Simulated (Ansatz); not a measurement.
**CH2GeN (charge −1): density, localisation and related maps**

Input

```
crystal:
  periodic: [false, false, false]
  atoms:
    - {symbol: C, position_ang: [-1.509972, 2.425639, -1.258731]}
    - {symbol: Ge, position_ang: [0.015578, -0.299610, -0.836654]}
    - {symbol: "N", position_ang: [-0.824264, 1.479228, -1.104856]}
    - {symbol: H, position_ang: [0.997340, 0.260756, 0.299878]}
    - {symbol: H, position_ang: [1.107149, -0.031175, -1.979461]}
basis:
  gaussian: {orbitals: def2-TZVPD}
total_charge: -1
hamiltonian: {xc: {name: PBE0}}
output: {forces: true, orbitals: {seedname: orbitals}}
```

Launched as:

```sh
ansatz run input.yaml --threads 2 --pin off --max-ram 4350MiB --events-out events.jsonl --progress --plain --runs-dir runs
```

Geometry: r2SCAN-D4/def2-SVPD.

All numbers below come from isolated molecule in a Gaussian basis; Kohn-Sham density functional theory, functional PBE0 (Ansatz).

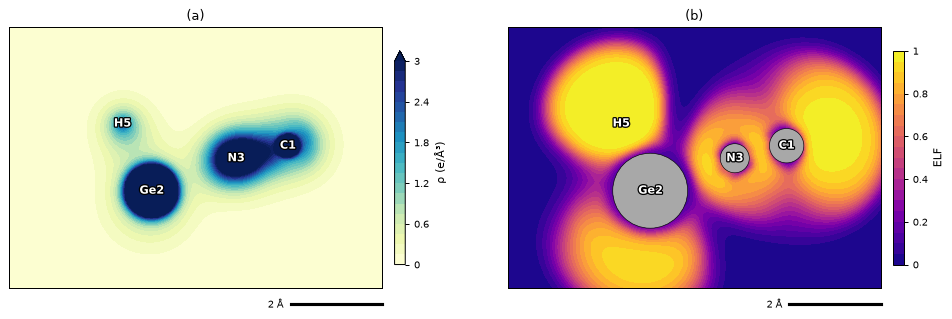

Figure 1. (a) total electron density; (b) ELF on the plane of atoms N3, Ge2 and H5. Grey discs cover the atomic cores in the ELF map.

What does the map show?

Answer.
- The section cuts through C, Ge, N and H sites.
- C–N (1.18 Å): ρ at the midpoint is about 3.5 e/Å³; the ELF peaks at about 0.90 between the atoms; a multiple bond.
- Ge–N (1.99 Å): the density is about 0.65 e/Å³ at the midpoint; the ELF peaks at about 0.90 in the valence shell of N, 0.6 Å from its nucleus, and is about 0.40 at the midpoint.
- Ge–H (1.60 Å): ρ is about 0.89 e/Å³ halfway; the ELF climbs to about 1 towards the hydrogen.
- The ELF also peaks beside C1, away from the bonds: lone-pair regions.

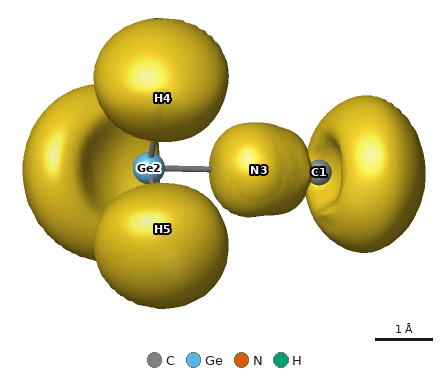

Figure 2. Isosurface of the ELF at 0.75 (yellow), seen at a tilt. Only the valence region is drawn (cores and ρ < 0.01 e/Å³ removed).

Describe the localisation domains.

Answer. At this value the surface marks out two regions around hydrogen nuclei, one region on N in which the atom's valence shell and bonds are merged, one lobe on C, pointing away from the bonds (lone pairs) and one lobe on Ge, pointing away from the bonds (lone pairs).

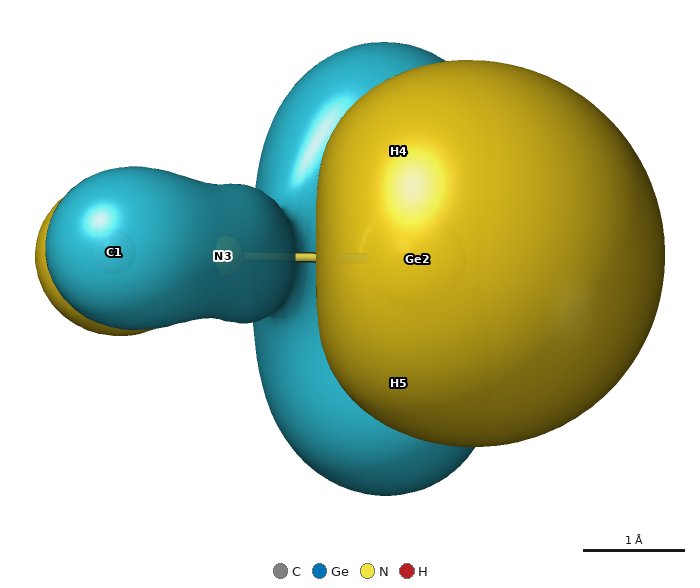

Figure 3. The HOMO at ±0.06 Å⁻³ᐟ² (yellow and cyan are the two phases), seen at an oblique angle.

Describe this orbital and give its energy.

Answer. By Hirshfeld shares it lies mainly on Ge2 (about 70 %), H4 (about 10 %) and H5 (about 10 %). Its energy is −1.08 eV.
